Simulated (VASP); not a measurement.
Band structure of Cd4Te3Se (space group Pmm2). All values below come from modified Becke-Johnson potential (mBJ), VASP's PBE PAW potentials (set 64) (plane waves; VASP).

mBJ is a potential without an energy functional, so only the levels count. Unless said otherwise, spin-orbit coupling is left out, though it shifts the bands of the heavy elements here.

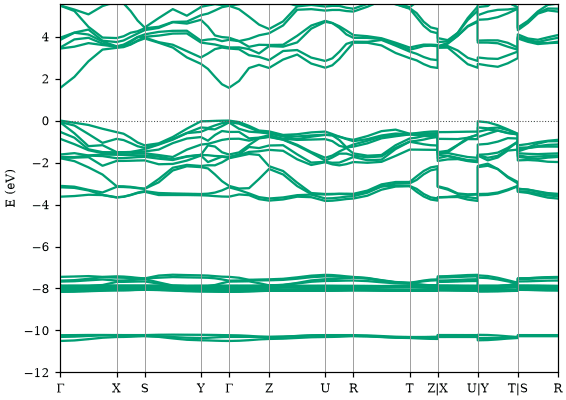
Fig. 1. Bands along high-symmetry lines, zero at the valence-band maximum or, without a gap, the Fermi level

### Question
Read the plot: is there a gap, and where are the band edges?

### Answer
The gap is direct, 1.56 eV, from the valence maximum at Γ to the conduction minimum at Γ.

The structure comes from a computed database's Cd4Te3Se entry (Pmm2); how it stands against other phases isn't given here. It was relaxed first. The cell's shape comes from a PBE relaxation.
